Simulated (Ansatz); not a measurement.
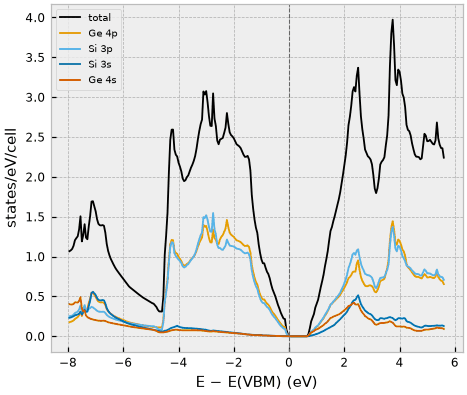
Figure: Total and projected density of states of SiGe in space group R-3m (No. 166; Si on 6c, Ge on 6c), plane-wave PAW r²SCAN (Ansatz code)

Question: Which orbitals carry the states next to the gap?

Answer: Top 1 eV of the valence band: Ge 4p 51 %, Si 3p 45 %. Bottom 1 eV of the conduction band: Si 3p 30 %, Ge 4p 29 %, Ge 4s 19 %, Si 3s 8 %, outside the projected shells 14 %. Projections are on Löwdin-orthogonalised atomic valence shells; empty p or d shells of many metals are not among them.

Question: Where is the tallest occupied peak in this window, and what makes it?

Answer: Near -3.0 eV, about 3.1 states/eV per cell; the largest projected share is Si 3p.

The start of the workflow was typed in or built on a structure type; neither database checked (COD, Materials Project) lists it. Its standing as an ambient phase is unchecked. Symmetry was held in the r²SCAN relaxation; its stability against distortions is not shown here. Scalar-relativistic: spin–orbit coupling is off unless named, which matters more the heavier the elements.

Potentials: the earlier of the program's two PAW sets.
